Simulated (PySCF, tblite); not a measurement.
**C₈H₃ClF radical: geometry, infrared bands and EPR parameters**

What infrared bands and EPR parameters should C₈H₃ClF radical (`[C]#C/C(F)=C/C#CC(=C)Cl`) show?

The runs use tblite 0.8.0 and PySCF 2.14.0, with density-fitted response routines of our own; the level of theory stands in each step. All values are computed, except where a source is named. Atoms are numbered from 0 throughout.

**1. Starting geometry**

13 atoms, charge 0, multiplicity 2; geometry from: force field or distance geometry start.

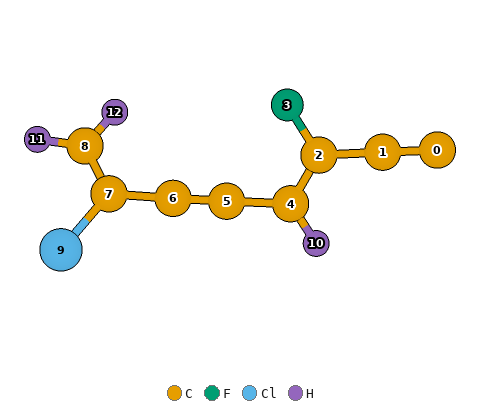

The starting geometry (carbon amber, fluorine teal, chlorine blue, hydrogen purple), atoms numbered; sticks join atoms by distance.

**2. Geometry optimisation with GFN2-xTB**

What the job is given:

```
{"job": {"kind": "relax", "xc": "GFN2-xTB", "basis": "xTB"}, "charge": 0, "multiplicity": 2}
C      4.945700    -0.008400    -0.862100
C      3.734100     0.031200    -0.629400
C      2.336600     0.039400    -0.323000
F      1.930600     0.773300     0.755100
C      1.442900    -0.608600    -1.061600
C      0.063400    -0.509700    -0.670800
C     -1.090900    -0.407100    -0.347000
C     -2.463400    -0.274300     0.068800
C     -2.925600     0.927100     0.382300
Cl    -3.562900    -1.642600     0.164500
H      1.771500    -1.178000    -1.932700
H     -3.943600     1.110000     0.694900
H     -2.242900     1.748100     0.322500
```

Started as:

```bash
> OMP_NUM_THREADS=1 python probes_run.py task.json out
```

The driver reads the jobs from task.json and runs them one after another.

Standard output:

```text
step      E/eV     max force
  0    -751.92015    2.600
  1    -751.86689    4.873
  2    -752.05139    0.712
  3    -752.07865    0.553
  4    -752.11253    0.789
  5    -752.12794    1.035
  6    -752.14081    0.328
  7    -752.14691    0.260
  8    -752.15307    0.196
  9    -752.15524    0.175
 10    -752.15838    0.235
 11    -752.16527    0.345
 12    -752.17207    0.380
 13    -752.18173    0.378
 14    -752.20191    0.381
 15    -752.20676    0.258
 16    -752.21326    0.174
 17    -752.21789    0.192
 18    -752.22108    0.206
 19    -752.22355    0.138
 20    -752.22488    0.111
 21    -752.22597    0.102
 22    -752.22704    0.114
 23    -752.22804    0.096
 24    -752.22884    0.079
 25    -752.22964    0.098
 26    -752.23077    0.108
 27    -752.23253    0.133
 28    -752.23438    0.121
 29    -752.23563    0.081
 30    -752.23638    0.073
 31    -752.23717    0.094
 32    -752.23839    0.124
 33    -752.23992    0.128
 34    -752.24129    0.119
 35    -752.24213    0.073
 36    -752.24262    0.070
 37    -752.24311    0.074
 38    -752.24365    0.101
 39    -752.24416    0.101
 40    -752.24465    0.063
 41    -752.24518    0.068
 42    -752.24583    0.116
 43    -752.24678    0.167
 44    -752.24797    0.163
 45    -752.24905    0.091
 46    -752.24996    0.091
 47    -752.25103    0.139
 48    -752.25250    0.184
 49    -752.25453    0.220
 50    -752.25633    0.137
 51    -752.25863    0.154
 52    -752.26074    0.150
 53    -752.26473    0.192
 54    -752.26598    0.154
 55    -752.26714    0.051
 56    -752.26743    0.072
 57    -752.26780    0.057
 58    -752.26809    0.047
 59    -752.26846    0.045
 60    -752.26855    0.031
 61    -752.26864    0.027
 62    -752.26875    0.023
 63    -752.26887    0.029
 64    -752.26901    0.034
 65    -752.26917    0.029
 66    -752.26930    0.030
 67    -752.26940    0.028
 68    -752.26952    0.031
 69    -752.26965    0.028
 70    -752.26979    0.030
 71    -752.26991    0.026
 72    -752.27001    0.024
 73    -752.27010    0.028
 74    -752.27019    0.025
 75    -752.27031    0.025
 76    -752.27043    0.025
 77    -752.27056    0.028
 78    -752.27070    0.035
 79    -752.27088    0.039
 80    -752.27110    0.034
 81    -752.27130    0.033
 82    -752.27144    0.031
 83    -752.27154    0.024
 84    -752.27166    0.035
 85    -752.27181    0.040
 86    -752.27199    0.035
 87    -752.27214    0.039
 88    -752.27227    0.037
 89    -752.27240    0.033
 90    -752.27255    0.027
 91    -752.27265    0.019
 92    -752.27269    0.016
 93    -752.27270    0.010
 94    -752.27272    0.009
```

Run time: 0.62 s. Hardware: 1 thread of Arm Neoverse V2, shared host.

The steps of the relaxation: (not every step is listed) (the energy doesn't fall at every step)

```csv
step,energy from step 0 (eV),largest force (eV/Å)
0,0.0000,2.5998
1,0.0533,4.8733
2,-0.1312,0.7124
3,-0.1585,0.5532
4,-0.1924,0.7893
5,-0.2078,1.0347
6,-0.2207,0.3283
7,-0.2268,0.2601
8,-0.2329,0.1959
16,-0.2931,0.1736
24,-0.3087,0.0787
32,-0.3182,0.1237
40,-0.3245,0.0630
48,-0.3324,0.1844
56,-0.3473,0.0715
64,-0.3489,0.0339
72,-0.3499,0.0241
80,-0.3510,0.0337
88,-0.3521,0.0370
89,-0.3522,0.0330
90,-0.3524,0.0269
91,-0.3525,0.0186
92,-0.3525,0.0160
93,-0.3525,0.0105
94,-0.3526,0.0091
```

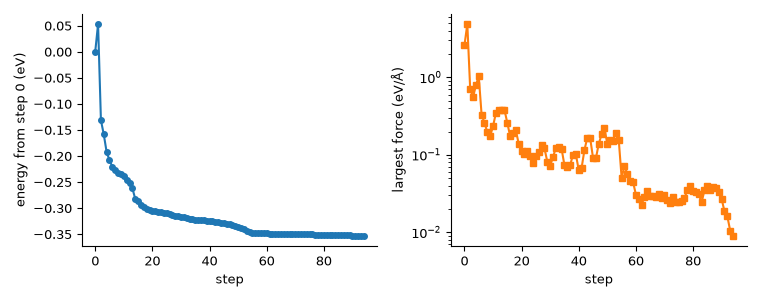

Energy and largest force along the relaxation.

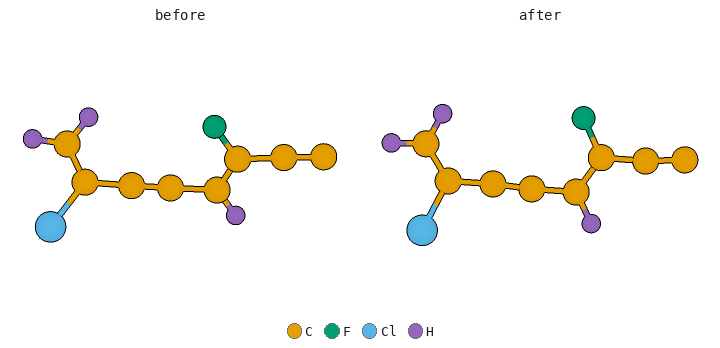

Before and after, at one scale.

Close pairs (by a distance rule), those that changed most:

```csv
bond,before (Å),after (Å),change (Å)
C4–C5,1.437,1.384,-0.053
C6–C7,1.440,1.397,-0.043
C2–C4,1.328,1.363,+0.035
C1–C2,1.431,1.400,-0.031
C2–F3,1.366,1.342,-0.024
C7–Cl9,1.758,1.743,-0.015
C0–C1,1.234,1.220,-0.014
C5–C6,1.203,1.216,+0.013
```

The next job starts from the end point, and lists it.

**3. Harmonic vibrations with GFN2-xTB**

What the job is given:

```
{"job": {"kind": "ir", "xc": "GFN2-xTB", "basis": "xTB"}, "charge": 0, "multiplicity": 2}
C      4.876461    -0.012299    -1.056784
C      3.759858    -0.086183    -0.570095
C      2.387841     0.129144    -0.396870
F      2.030011     1.247803     0.251497
C      1.428177    -0.726642    -0.849160
C      0.079420    -0.549273    -0.592655
C     -1.088339    -0.337624    -0.328658
C     -2.450088    -0.167978    -0.066425
C     -2.963462     0.901570     0.547932
Cl    -3.465714    -1.482043    -0.595525
H      1.737722    -1.609706    -1.388772
H     -4.016453     0.989869     0.743518
H     -2.319823     1.703847     0.863298
```

Standard output:

```text
mode    cm-1     km/mol
  1      35.0      3.10
  2      48.0      0.93
  3      56.4      0.38
  4     104.2      0.08
  5     145.9      2.31
  6     176.2      4.94
  7     268.8      2.68
  8     293.8      0.81
  9     320.0      1.92
 10     412.8      0.49
 11     440.4      3.80
 12     455.3      1.06
 13     513.0      0.08
 14     527.6      3.65
 15     559.8      4.94
 16     618.7     18.21
 17     648.8      0.42
 18     780.0     13.26
 19     817.9     13.81
 20     862.3     32.59
 21     866.2     62.72
 22    1054.7     14.98
 23    1153.0     84.81
 24    1243.9     59.99
 25    1283.1     87.16
 26    1367.8     55.90
 27    1459.2    534.22
 28    1604.5     71.76
 29    1967.9   1519.72
 30    2251.0     29.58
 31    3082.2      1.94
 32    3118.2      5.86
 33    3160.2      8.18
```

Run time: 0.43 s. Hardware: 1 thread of Arm Neoverse V2, shared host.

The strongest bands and the atoms that carry them (share of the mass-weighted mode):

```csv
cm⁻¹,km/mol,atoms
866,62.7,"F3 31 %, C4 22 %"
1153,84.8,"H10 48 %, C2 24 %"
1244,60.0,"C2 55 %, H10 24 %"
1283,87.2,"C4 16 %, C2 16 %, C6 15 %, C7 14 %"
1368,55.9,"H11 38 %, H12 30 %, C7 11 %"
1459,534.2,"C4 44 %, C2 36 %"
1604,71.8,"C7 49 %, C8 37 %"
1968,1519.7,"C1 53 %, C0 41 %"
```

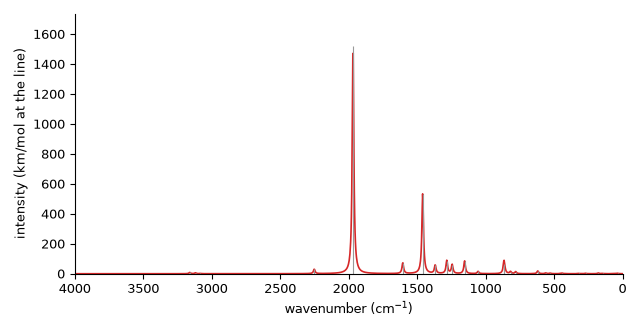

The infrared spectrum from these modes, unscaled. Lines are broadened to a width of 14 cm⁻¹ (Lorentzian).

**4. g tensor and hyperfine couplings: B3LYP/pcH-1**

Settings changed since step 3:

```diff
@@ -1,2 +1,2 @@
-{"job": {"kind": "ir", "xc": "GFN2-xTB", "basis": "xTB"}, "charge": 0, "multiplicity": 2}
+{"job": {"kind": "epr", "basis": "pcH-1"}, "charge": 0, "multiplicity": 2}
 C      4.876461    -0.012299    -1.056784
```

With the program's defaults for keys left out, this is: UKS B3LYP, pcH-1 on C Cl F H, non-relativistic, mean-field spin-orbit, GIAO.

Standard output:

```text
UKS, coarse grid
  cycle   1  E = -866.28851501  |g| = 5.33e-01
  cycle   2  E = -864.08175621  |g| = 1.55e+00
  cycle   3  E = -866.25389997  |g| = 5.14e-01
  cycle   4  E = -866.43223373  |g| = 8.20e-02
  cycle   5  E = -866.43716268  |g| = 8.22e-02
  cycle   6  E = -866.44008042  |g| = 4.38e-02
  cycle   7  E = -866.44113527  |g| = 2.82e-02
  cycle   8  E = -866.44169527  |g| = 1.76e-02
  cycle   9  E = -866.44219427  |g| = 9.97e-03
  cycle  10  E = -866.44237951  |g| = 4.72e-03
  cycle  11  E = -866.44241605  |g| = 4.37e-03
  cycle  12  E = -866.44245174  |g| = 2.78e-03
  cycle  13  E = -866.44246520  |g| = 1.28e-03
  cycle  14  E = -866.44246886  |g| = 9.87e-04
UKS, final grid
  cycle   1  E = -866.44246599  |g| = 1.87e-03
  cycle   2  E = -866.44245278  |g| = 5.20e-03
  cycle   3  E = -866.44246879  |g| = 4.71e-04
  cycle   4  E = -866.44246899  |g| = 3.38e-04
  cycle   5  E = -866.44246941  |g| = 2.58e-04
  cycle   6  E = -866.44246957  |g| = 6.22e-05
  cycle   7  E = -866.44246957  |g| = 2.47e-05
E = -866.44246957 Eh   <S^2> = 0.8080 (exact 0.7500)
g shifts (ppm)      1          2          3
  rmc          -140       -140       -140
  gc             -3          1         32
  oz_so        -132        542       2382
  total        -275        403       2275
hyperfine (MHz)  atom isotope    a_iso     a_fc   dipolar eigenvalues
    0   13C     123.25     123.18    -53.36    -29.82     83.18
    1   13C      23.01      22.96    -25.54    -17.10     42.64
    2   13C     -20.79     -20.78    -14.16      5.39      8.77
    3   19F     -23.99     -24.02    -39.18     17.38     21.81
    4   13C      27.08      27.13    -26.77    -26.44     53.20
    5   13C     -31.91     -31.93    -10.28     -0.81     11.09
    6   13C      24.04      24.05    -22.70    -16.59     39.30
    7   13C     -22.99     -22.95    -13.72      5.87      7.85
    8   13C      19.37      19.40    -18.08    -17.25     35.34
    9  35Cl      -0.51      -0.54     -4.24      1.13      3.11
   10    1H     -23.45     -23.45    -10.14     -1.75     11.89
   11    1H     -14.52     -14.52     -8.70     -0.48      9.18
   12    1H     -13.99     -14.00     -6.89     -1.06      7.95
```

It took 1.8 min on 1 thread of Arm Neoverse V2, shared host; peak memory 0.97 GiB.

Principal g values 2.00204, 2.00272, 2.00459; g(iso) = 2.00312, against 2.00232 for a free electron.

Hyperfine couplings, nucleus by nucleus at this fixed geometry (no averaging over rotations):

```csv
nuclei,isotope,a(iso) (MHz),"a(iso) (G, at g = 2.0023)",largest dipolar term (MHz)
C0,13C,123.3,44.0,83.2
C5,13C,-31.9,-11.4,11.1
C4,13C,27.1,9.7,53.2
C6,13C,24.0,8.6,39.3
F3,19F,-24.0,-8.6,-39.2
H10,1H,-23.5,-8.4,11.9
C1,13C,23.0,8.2,42.6
C7,13C,-23.0,-8.2,-13.7
C2,13C,-20.8,-7.4,-14.2
C8,13C,19.4,6.9,35.3
H11,1H,-14.5,-5.2,9.2
H12,1H,-14.0,-5.0,7.9
Cl9,35Cl,-0.5,-0.2,-4.2
```

Mulliken spin populations:

C0 0.35; C1 0.20; C2 -0.09; F3 -0.01; C4 0.33; C5 -0.13; C6 0.25; C7 -0.10; C8 0.23; Cl9 0.00; H10 -0.01; H11 -0.01; H12 -0.01

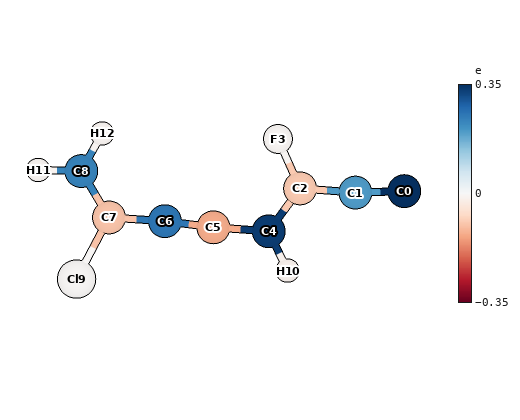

Mulliken spin populations, as colours on the atoms.

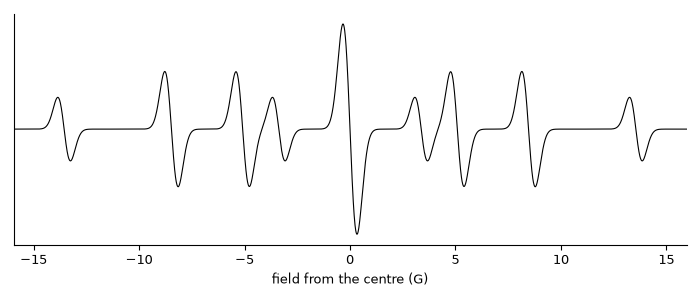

First-order isotropic spectrum (first derivative, main isotopes with spin only, couplings over 0.8 MHz, Gaussian width 0.3 G; couplings of the frozen geometry, rotation of groups not averaged beyond the rows shown).

The fields below are evaluated on a grid from the run's orbitals.

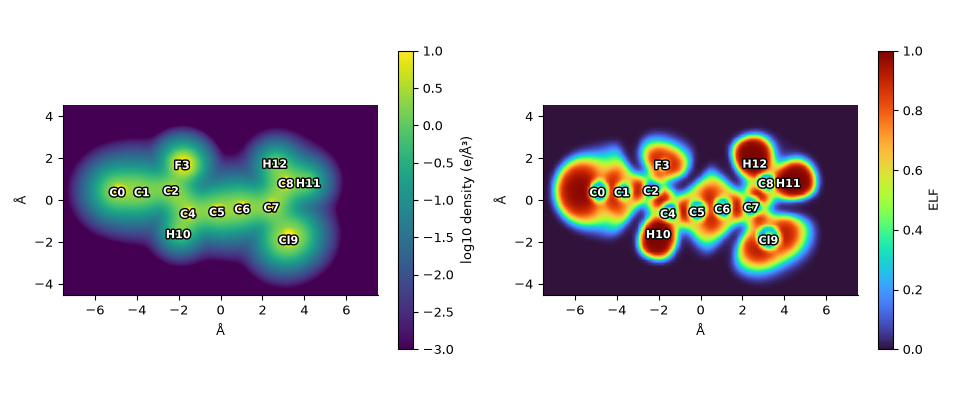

Density (left) and ELF (right) in a plane through or near 13 of the atoms.

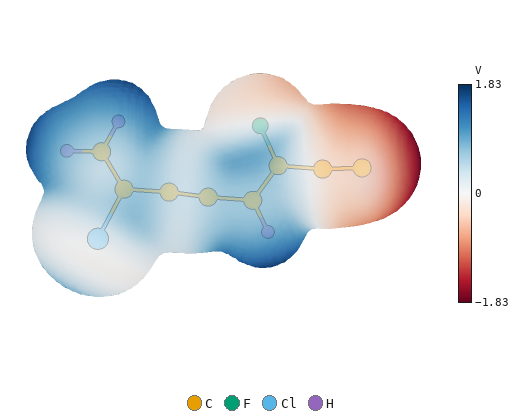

Electrostatic potential on the surface of density 0.002 e/bohr³; red is low, blue high. It runs from -1.83 V near C0 to 1.65 V near H10.

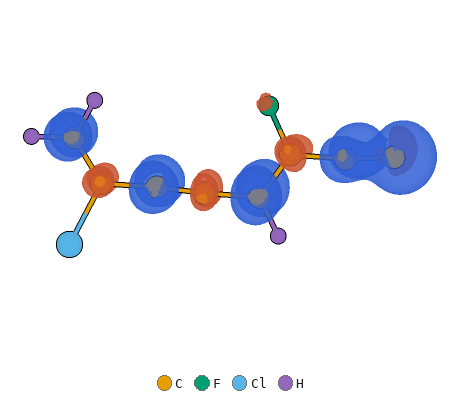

Spin density at ±0.03 e/Å³ (alpha excess blue, beta excess red).

**5. Outcome**

| quantity | value |
| --- | --- |
| strongest single infrared mode (GFN2-xTB) | 1968 cm⁻¹, 1520 km/mol |
| zero-point energy (GFN2-xTB) | 45.3 kcal/mol |
| g(iso) (B3LYP) | 2.00312 |
| ⟨S²⟩ | 0.808 (exact 0.75) |
| largest a(iso) | 13C on C0, 123.3 MHz |
| potential on the surface of density 0.002 e/bohr³, 1st and 99th percentile | -1.83 V and 1.65 V |

In words: Over 94 steps the energy fell by 0.353 eV; of the close pairs, C4–C5 changed most, 1.437 to 1.384 Å. All 33 modes are real, so the xTB geometry is a minimum. The strongest single mode, at 1968 cm⁻¹, moves mainly C1 and C0. Unscaled tight-binding wavenumbers are off by several per cent, some by more. Its intensities can rank the bands wrongly. The largest spin populations lie on C0 (0.35 e), C4 (0.33 e), C6 (0.25 e). The isotropic g lies 0.8 ppt above the free-electron value. These values are for one conformer; the search (at its own cheap level) found 2 more, at 0.01, 0.44 kcal/mol (those within 0.05 may be mirror or relabelled copies), and measured spectra average over such forms.
